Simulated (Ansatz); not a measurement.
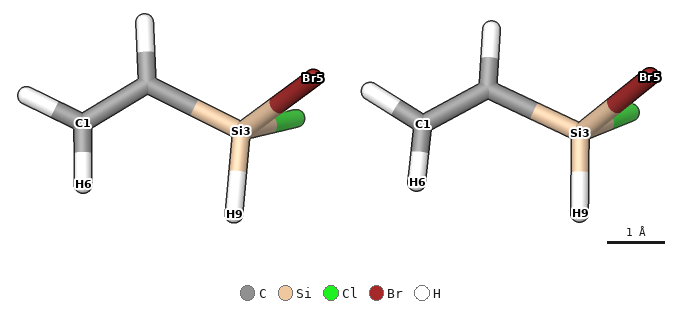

Two geometries of C₂H₄BrClSi (coarse preliminary run), drawn at one scale. One is the start of a relaxation, the other its converged end. The picture is a stick view, seen at a tilt.

All numbers below come from Ansatz, RKS PBE-D4/def2-SVP. (force threshold 0.03 eV/Å; at most 200 steps)

Q: Which one is relaxed?

A: The left one is the relaxed one. The start comes from a force field. The largest move after the best rigid fit is that of an H atom, 0.18 Å. By element the largest moves are H 0.18 Å, Cl 0.15 Å, C 0.09 Å, Br 0.07 Å, Si 0.04 Å. Near-neighbour distances that change, for instance: C–H 1.048 → 1.104 Å, H–Si 1.443 → 1.497 Å, C–Si 1.806 → 1.859 Å, C–H 1.081 → 1.105 Å. Bond angles that change, for instance: Si–C–H 111.4° → 118.8°, C–C–H 117.1° → 122.0°, C–C–H 123.6° → 119.8°. Over 8 geometry steps the energy falls by 4.90 kcal/mol. Largest force component: 1.7 eV/Å at the start, 0.01 eV/Å at the end.
